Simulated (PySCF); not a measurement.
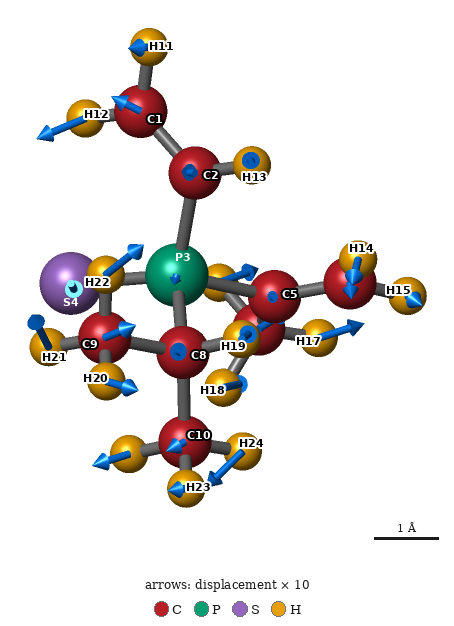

A relaxation of C₈H₁₅PS. The starting structure is drawn; blue arrows show the displacements, 10 times their true length. The two geometries are superimposed by the best rigid fit.

Style: ball-and-stick. Shown from a free direction.

The start comes from GFN2-xTB. Its atoms were then displaced at random by about 0.01 Å.

Method: PBE0-D3(BJ)/def2-SVP geometry optimisation, gas phase (PySCF). 

### Atoms of which element are displaced furthest, and by how much?

Hydrogen: up to 0.10 Å, against 0.07 Å for carbon.

### What happened in the run?

After 5 geometry steps the energy has fallen by 0.231 eV. The largest moves after the best rigid fit, 0.10 Å, are those of H atoms. By element the largest moves are H 0.10 Å, C 0.07 Å, S 0.06 Å, P 0.02 Å. Some distances before and after: C–P 1.899 → 1.852 Å, C–H 1.064 → 1.101 Å, C–C 1.305 → 1.333 Å, P–S 1.937 → 1.959 Å. Among the angles between lasting bonds that change: H–C–H 114.8° → 118.5°, C–C–H 122.6° → 119.6°, P–C–C 113.7° → 116.3°. The run took 2.3 min on 1 thread of Intel(R) Xeon(R) 6975P-C, with other jobs on the host.
